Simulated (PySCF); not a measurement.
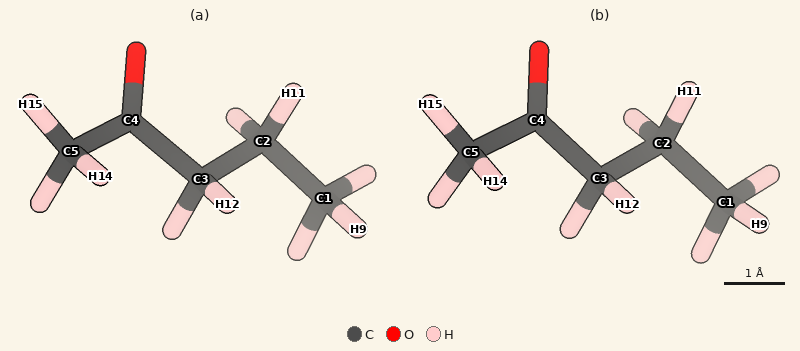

The structure of C5H10O before (left) and after (right) a relaxation, at one scale.

A stick model, seen at a tilt.

The start comes from MMFF94s. Its atoms were then displaced at random by about 0.03 Å.

Computed with PySCF 2.14.0, density-fitted response routines, PBE0-D3(BJ)/def2-SVP geometry optimisation, gas phase. 

Question: What changed between the two?

Answer: After 6 geometry steps the energy has fallen by 87.3 kJ/mol. An H atom moves most after the best rigid fit: 0.14 Å. Largest moves by element: H 0.14 Å, C 0.10 Å, O 0.08 Å. Among the contacts that change: C–C 1.633 → 1.514 Å, C–C 1.396 → 1.510 Å, C–C 1.438 → 1.519 Å, C–H 1.167 → 1.102 Å. Bond angles that change, for instance: C–C–O 113.7° → 121.7°, C–C–H 118.6° → 111.5°, C–C–H 102.0° → 107.5°.
